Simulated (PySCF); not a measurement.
In(H)2(SiH3), H5InSi, SMILES [SiH3][InH2] at its B3LYP/def2-SVP optimised geometry (Å):

```
7

In     0.5164     0.8214     0.0000
H      2.2627     0.8214     0.0000
H     -0.3030     2.3626     0.0000
Si    -0.7945    -1.4363    -0.0207
H     -0.6073    -2.1189    -1.3399
H     -2.2627    -1.2591     0.1945
H     -0.2834    -2.3626     1.0371
```

Method: B3LYP/def2-TZVP, def2 effective core potentials past Kr (PySCF). The core electrons that the potentials of In replace are not part of the density.

Map of the LUMO amplitude (bohr^(-3/2)) on the plane z = 0.6 Å; orbital energy -2.41 eV, overall sign arbitrary:

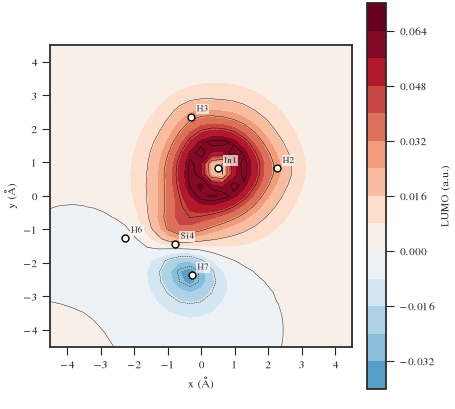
Figure. LUMO amplitude (bohr^(-3/2)) on the plane z = 0.6 Å.
